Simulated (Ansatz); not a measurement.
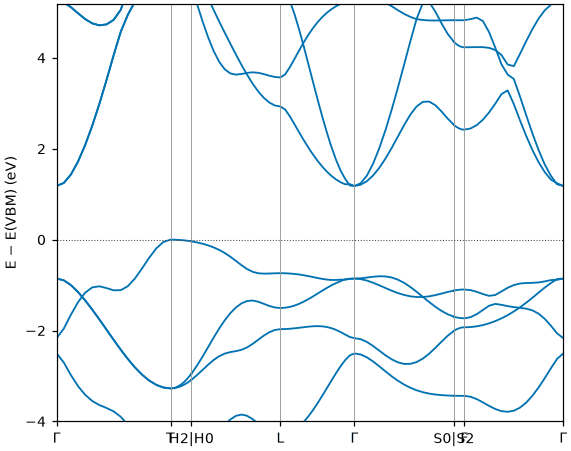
Band structure from the program Ansatz at the PBEsol level (PAW)

### Question
Read off the gap and where the band edges lie.

### Answer
About 1.2 eV (1.18 eV by a search for the band edges); maximum at T, minimum at Γ.

The material is BaC2 in space group R-3m (No. 166; Ba on 3a, C on 6c).

The first step of the workflow began from a Materials Project structure, measured or hypothetical; the Crystallography Open Database copy checked does not list it. Whether it is the stable phase at ambient conditions was not checked. The cell was relaxed with PBEsol under the symmetry of its start; phonons on a q-mesh show no instability. Its formation energy is positive at this level, so the cell may be metastable or incomplete. Spin–orbit coupling is left out wherever it is not named.

Potentials: the later of the program's two PAW sets.
